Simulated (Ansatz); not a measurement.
C2H2NO (doublet)

The calculation's input:

```
crystal:
  periodic: [false, false, false]
  atoms:
    - { symbol: O, position_ang: [-1.24502, -0.91794, -0.62652] }
    - { symbol: C, position_ang: [-0.58319, 0.07815, -0.33656] }
    - { symbol: C, position_ang: [0.79509, -0.08099, 0.39632] }
    - { symbol: "N", position_ang: [-0.07197, 0.30944, 1.16391] }
    - { symbol: H, position_ang: [-0.68443, 1.04258, -0.84028] }
    - { symbol: H, position_ang: [0.18875, 0.45867, 2.15958] }
magnetization:
  spin_polarized: true
  initial_magnetization: 1
basis:
  gaussian: { orbitals: def2-SVP }
hamiltonian:
  xc: r2scan
relax:
  f_tol: 0.02
  max_steps: 50
output:
  orbitals: {}
```

Command:

```sh
ansatz run input.yaml --threads 2 --pin off --max-ram 3072MiB --backend cpu --events-out ev --progress --plain --runs-dir out
```

The fields are those of the relaxed geometry.

All numbers below come from UKS r2SCAN/def2-SVP in Ansatz.

Q: What can the converged electron density, electron localisation function and spin density tell about the bonding?

A: C–O (1.24 Å): ρ is about 3.1 e/Å³ halfway; the ELF peaks at about 0.90 between the atoms; a shared but strongly polarised pair.
C–C (1.41 Å): the density is about 2 e/Å³ at the midpoint; the ELF peaks at about 0.95 between the atoms: localised, covalent bonding.
C–H (1.12 Å): the density is about 1.9 e/Å³ at the midpoint; the ELF climbs to about 1 towards the hydrogen, as it does in any bond to H; a covalent bond by its length.
The unpaired spin (1 electron) lies mostly on C3 (about 0.3), O1 (about 0.3), N4 (about 0.2) and C2 (about 0.1), in electrons by Hirshfeld's partition.

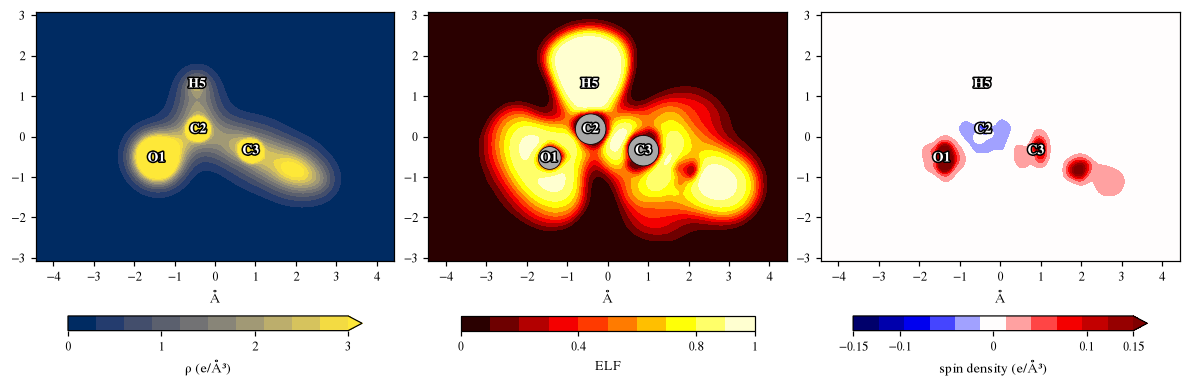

Computed electron density, electron localisation function and spin density on the plane of atoms C3, C2 and H5, in this order. Grey discs cover the atomic cores in the ELF map. 
